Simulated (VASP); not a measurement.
Band structure of Lu (hcp). Level of theory: vdW-DF-cx, VASP's PBE PAW potentials (set 64) (plane waves; VASP 6.6.1).

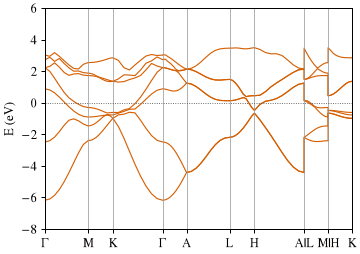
Fig. 1. Bands along high-symmetry lines, zero at the valence-band maximum or, without a gap, the Fermi level

Read the plot: is there a gap, and where are the band edges?

It has no gap at this level: it comes out as a metal or semimetal. (Edges off the drawn lines would not show.)

The compound is Lu in the hcp structure. It was relaxed first, which changed the volume by -5 %.
